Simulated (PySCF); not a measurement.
C3H6O: GW calculation

C3H6O, computed with G0W0 (PBE)/def2-SVP, RKS (PySCF 2.14.0).

The geometry comes from this level: PBE0-D4/def2-TZVP.

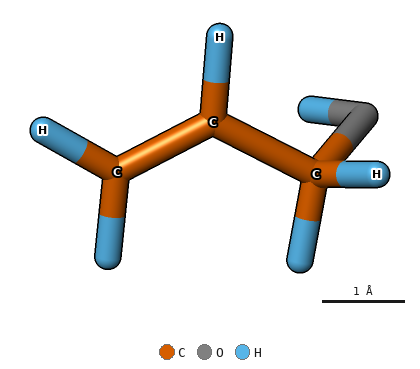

**Figure 1.** The structure as given in the input (stick view, seen at a tilt). Bond lengths as drawn: C–C 1.33 to 1.49 Å, C–H 1.08 to 1.10 Å, C–O 1.42 Å and H–O 0.96 Å.

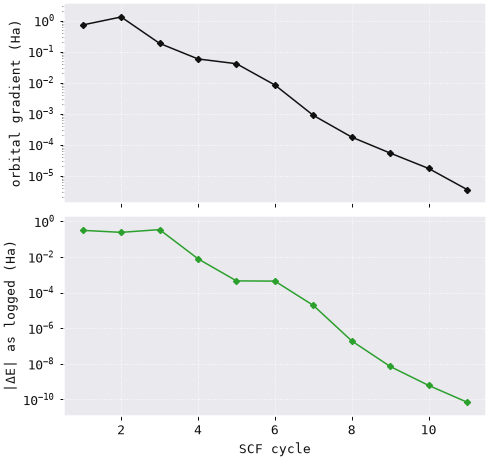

**Figure 2.** Convergence of the self-consistent field: orbital gradient and size of the energy change against the SCF cycle. The residual falls almost steadily, with no more than small rises.

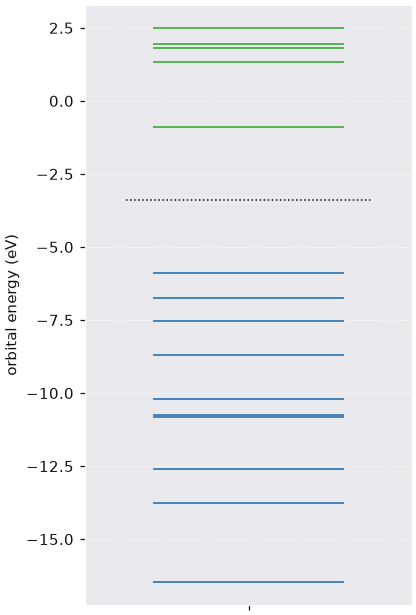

**Figure 3.** Orbital energies near the frontier; the dotted line parts filled from empty levels, and levels within 0.02 eV of each other stand side by side. Highest filled −5.90 eV, lowest empty −0.88 eV, 5.02 eV apart.

The input and output of the run follow.

### Input (run.py)
```python
# C=CCO
from pyscf import gto, dft, gw

system = gto.M(
    atom=[
    ('C', (-1.094380, 0.947500, 0.566230)),
    ('C', (0.141810, 0.497060, 0.404200)),
    ('C', (0.475240, -0.869750, -0.092820)),
    ('O', (1.288940, -0.832690, -1.250210)),
    ('H', (-1.954550, 0.320230, 0.350790)),
    ('H', (-1.295520, 1.949720, 0.926710)),
    ('H', (0.991940, 1.141760, 0.617410)),
    ('H', (-0.447940, -1.439200, -0.267630)),
    ('H', (1.060330, -1.413160, 0.654980)),
    ('H', (0.834130, -0.301460, -1.909630)),
],
    max_memory=1860,
    charge=0,
    basis='def2-svp',
    verbose=4,
    spin=0,
)

ks = dft.RKS(system)
ks.xc = 'pbe'
ks.conv_tol = 1e-10
ks.grids.level = 1
ks.kernel()
if not ks.converged:
    ks = ks.newton().run(ks.mo_coeff, ks.mo_occ)

e_final = ks.e_tot
print('Final energy', e_final)

nocc = system.nelec[0]
orbs = list(range(max(0, nocc - 2), min(system.nao, nocc + 2)))
mygw = gw.GW(ks, freq_int='ac')
mygw.orbs = orbs
mygw.kernel()
print('orbital   mean field (eV)   quasiparticle (eV)')
for p in orbs:
    print('%4d %12.4f %12.4f' % (p + 1, ks.mo_energy[p] * 27.211386, mygw.mo_energy[p] * 27.211386))
```

Launch command:
```bash
OMP_NUM_THREADS=1 python run.py
```

### Log
```
PySCF version 2.14.0

[INPUT] num. atoms = 10
[INPUT] num. electrons = 32
[INPUT] charge = 0
[INPUT] spin (= nelec alpha-beta = 2S) = 0
[INPUT] symmetry False subgroup None
[INPUT] Mole.unit = angstrom
[INPUT] Symbol           X                Y                Z      unit          X                Y                Z       unit  Magmom
[INPUT]  1 C     -1.094380000000   0.947500000000   0.566230000000 AA   -2.068078476202   1.790515503025   1.070019623512 Bohr   0.0
[INPUT]  2 C      0.141810000000   0.497060000000   0.404200000000 AA    0.267982061725   0.939307267476   0.763827299549 Bohr   0.0
[INPUT]  3 C      0.475240000000  -0.869750000000  -0.092820000000 AA    0.898073443438  -1.643589296840  -0.175404378882 Bohr   0.0
[INPUT]  4 O      1.288940000000  -0.832690000000  -1.250210000000 AA    2.435743590997  -1.573556046664  -2.362554498192 Bohr   0.0
[INPUT]  5 H     -1.954550000000   0.320230000000   0.350790000000 AA   -3.693564196769   0.605146996869   0.662897027236 Bohr   0.0
[INPUT]  6 H     -1.295520000000   1.949720000000   0.926710000000 AA   -2.448177988897   3.684436819587   1.751228096896 Bohr   0.0
[INPUT]  7 H      0.991940000000   1.141760000000   0.617410000000 AA    1.874494932001   2.157613699983   1.166735806568 Bohr   0.0
[INPUT]  8 H     -0.447940000000  -1.439200000000  -0.267630000000 AA   -0.846483920238  -2.719693838474  -0.505747402717 Bohr   0.0
[INPUT]  9 H      1.060330000000  -1.413160000000   0.654980000000 AA    2.003733301660  -2.670485370190   1.237732817068 Bohr   0.0
[INPUT] 10 H      0.834130000000  -0.301460000000  -1.909630000000 AA    1.576277252283  -0.569676837511  -3.608677699253 Bohr   0.0

nuclear repulsion = 117.210421709054
number of shells = 42
number of NR pGTOs = 138
number of NR cGTOs = 86
basis = def2-svp
ecp = {}

******** <class 'pyscf.dft.rks.RKS'> ********
method = RKS
initial guess = minao
damping factor = 0
level_shift factor = 0
DIIS = <class 'pyscf.scf.diis.CDIIS'>
diis_start_cycle = 1
diis_space = 8
diis_damp = 0
SCF conv_tol = 1e-10
SCF conv_tol_grad = None
SCF max_cycles = 50
direct_scf = True
direct_scf_tol = 1e-13
XC library pyscf.dft.libxc version 7.0.0
    S. Lehtola, C. Steigemann, M. J.T. Oliveira, and M. A.L. Marques.,  SoftwareX 7, 1–5 (2018)
XC functionals = pbe
    J. P. Perdew, K. Burke, and M. Ernzerhof.,  Phys. Rev. Lett. 77, 3865 (1996)
    J. P. Perdew, K. Burke, and M. Ernzerhof.,  Phys. Rev. Lett. 78, 1396 (1997)
    J. P. Perdew, K. Burke, and M. Ernzerhof.,  Phys. Rev. Lett. 77, 3865 (1996)
    J. P. Perdew, K. Burke, and M. Ernzerhof.,  Phys. Rev. Lett. 78, 1396 (1997)
radial grids:
    Treutler-Ahlrichs [JCP 102, 346 (1995); DOI:10.1063/1.469408] (M4) radial grids

becke partition: Becke, JCP 88, 2547 (1988); DOI:10.1063/1.454033
pruning grids: <function nwchem_prune>
grids dens level: 1
symmetrized grids: False
atomic radii adjust function: <function treutler_atomic_radii_adjust>
small_rho_cutoff = 0
Set gradient conv threshold to 1e-05
Initial guess from minao.
tot grids = 35552
init E= -192.92291922748
  HOMO = -0.321144088078002  LUMO = -0.105219107861024  gap/eV = 5.87562
cycle= 1 E= -192.615317345542  delta_E= 0.308  |g|= 0.719  |ddm|= 3.14
  HOMO = -0.0558334778804763  LUMO = 0.031297492562024  gap/eV = 2.37095
cycle= 2 E= -192.376869654584  delta_E= 0.238  |g|=  1.3  |ddm|= 2.01
  HOMO = -0.216201710770213  LUMO = -0.0143539583080683  gap/eV = 5.49256
cycle= 3 E= -192.716241760386  delta_E= -0.339  |g|= 0.183  |ddm|= 1.47
  HOMO = -0.218664758970351  LUMO = -0.0373044484223994  gap/eV = 4.93507
cycle= 4 E= -192.724029794138  delta_E= -0.00779  |g|= 0.0575  |ddm|= 0.244
  HOMO = -0.217520810732059  LUMO = -0.0328102481363901  gap/eV = 5.02623
cycle= 5 E= -192.724479117909  delta_E= -0.000449  |g|= 0.0404  |ddm|= 0.0762
  HOMO = -0.216319129554117  LUMO = -0.0318833994711261  gap/eV = 5.01875
cycle= 6 E= -192.724915482858  delta_E= -0.000436  |g|= 0.0083  |ddm|= 0.0429
  HOMO = -0.216819777724386  LUMO = -0.0322833064212338  gap/eV = 5.02149
cycle= 7 E= -192.724934342318  delta_E= -1.89e-05  |g|= 0.000872  |ddm|= 0.00944
  HOMO = -0.216848262208481  LUMO = -0.0322222023113357  gap/eV = 5.02393
cycle= 8 E= -192.724934533633  delta_E= -1.91e-07  |g|= 0.000173  |ddm|= 0.00171
  HOMO = -0.216860355066998  LUMO = -0.0322271790880482  gap/eV = 5.02412
cycle= 9 E= -192.724934540663  delta_E= -7.03e-09  |g|= 5.29e-05  |ddm|= 0.000295
  HOMO = -0.216864079052915  LUMO = -0.0322285560639424  gap/eV = 5.02419
cycle= 10 E= -192.72493454127  delta_E= -6.08e-10  |g|= 1.69e-05  |ddm|= 6.18e-05
  HOMO = -0.216863550346539  LUMO = -0.0322295928075107  gap/eV = 5.02415
cycle= 11 E= -192.72493454134  delta_E= -6.97e-11  |g|= 3.53e-06  |ddm|= 2.1e-05
  HOMO = -0.216863182561014  LUMO = -0.0322286731081949  gap/eV = 5.02416
Extra cycle  E= -192.724934541337  delta_E= 3.07e-12  |g|= 4.32e-06  |ddm|= 9.39e-06
converged SCF energy = -192.724934541337
Final energy -192.724934541337

******** <class 'pyscf.gw.gw_ac.GWAC'> ********
method = GWAC
GW nocc = 16, nvir = 70
frozen orbitals = None
off-diagonal self-energy = False
GW density matrix = False
density-fitting for exchange = False
outcore for self-energy= False
broadening parameter = 5.000e-03
number of grids = 100
analytic continuation method = pade
imaginary frequency cutoff = 5.0
Pade points = 18
Pade step ratio = 0.667
use perturbative linearized QP eqn = False
QPE max iter = 100
QPE tolerance = 1.0e-06

Starting get_sigma_diag main loop with 100 frequency points.
   0    1    2    3    4    5    6    7    8    9   10   11
  12   13   14   15   16   17   18   19   20   21   22   23
  24   25   26   27   28   29   30   31   32   33   34   35
  36   37   38   39   40   41   42   43   44   45   46   47
  48   49   50   51   52   53   54   55   56   57   58   59
  60   61   62   63   64   65   66   67   68   69   70   71
  72   73   74   75   76   77   78   79   80   81   82   83
  84   85   86   87   88   89   90   91   92   93   94   95
  96   97   98   99
Finished get_sigma_diag main loop.

WARN: GW QP energies may not be sorted from min to max

orbital   mean field (eV)   quasiparticle (eV)
  15      -6.7303      -9.7517
  16      -5.9011      -9.2210
  17      -0.8770       2.7639
  18       1.3197       4.3767
```

### Summary

```tsv
quantity	value
outcome	converged
total energy	−192.724935 hartree
basis functions	86
HOMO	−5.90 eV
LUMO	−0.88 eV
dipole moment	1.34 D
hardware	1 thread of Arm Neoverse V1, 24 GiB of memory available, shared host
wall time	5.4 s
peak memory	0.31 GiB
```
